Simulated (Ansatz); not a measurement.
Bond stretch in LiNa, singlet.

Levels: RKS-PBE = restricted PBE/aug-cc-pVTZ run with Ansatz (a quantum-chemistry and plane-wave program); RCCSD(T) = CCSD(T) on RHF/aug-cc-pVTZ, frozen core (Ansatz); RKS-B3LYP = restricted B3LYP/aug-cc-pVTZ in Ansatz; UCCSD(T) = CCSD(T) on UHF/aug-cc-pVTZ, frozen core (Ansatz); UKS-PBE = unrestricted PBE/aug-cc-pVTZ run with Ansatz; UKS-B3LYP = Ansatz with unrestricted B3LYP/aug-cc-pVTZ; FCI = Ansatz with full CI/aug-cc-pVTZ, frozen core.

Cost and accuracy over the 20 points of the scan, with FCI as yardstick. Costs are rough ratios of core time within Ansatz on shared cores, each with its mean field (Kohn-Sham runs search longer for lower solutions than correlated ones do); the miss is the largest error against full CI of the curve after the mean shift, in kcal/mol.

Task: Which is the cheapest of these levels that stays within 1.1 kcal/mol of FCI?

Result: RCCSD(T).

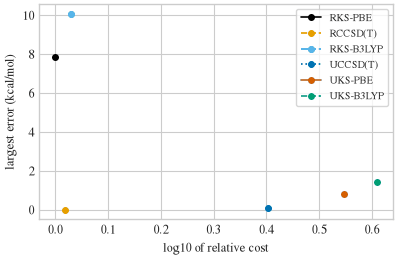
Figure: Miss against cost, one point a level.

```
level      relative cost  largest error
---------  -------------  -------------
RKS-PBE                1            7.8
RCCSD(T)               1            0.0
RKS-B3LYP              1           10.1
UCCSD(T)               3            0.1
UKS-PBE                4            0.8
UKS-B3LYP              4            1.4
```

Costs within a factor of two of each other count as equal.

The restricted form behind RKS-PBE, RKS-B3LYP keeps the bonding electrons paired and can't separate into open-shell fragments. With two correlated electrons CCSD is exact in the basis where it finds the lowest root (RCCSD(T), UCCSD(T)). The unrestricted determinant behind UCCSD(T) is spin-contaminated at 2.32 to 8.90 Å (<S²> up to 1.0, against 0.00 for a pure singlet). The unrestricted determinant behind UKS-PBE is spin-contaminated at 3.90 to 8.90 Å (<S²> up to 1.0, against 0.00 for a pure singlet). The unrestricted determinant behind UKS-B3LYP is spin-contaminated at 4.39 to 8.90 Å (<S²> up to 1.0, against 0.00 for a pure singlet).
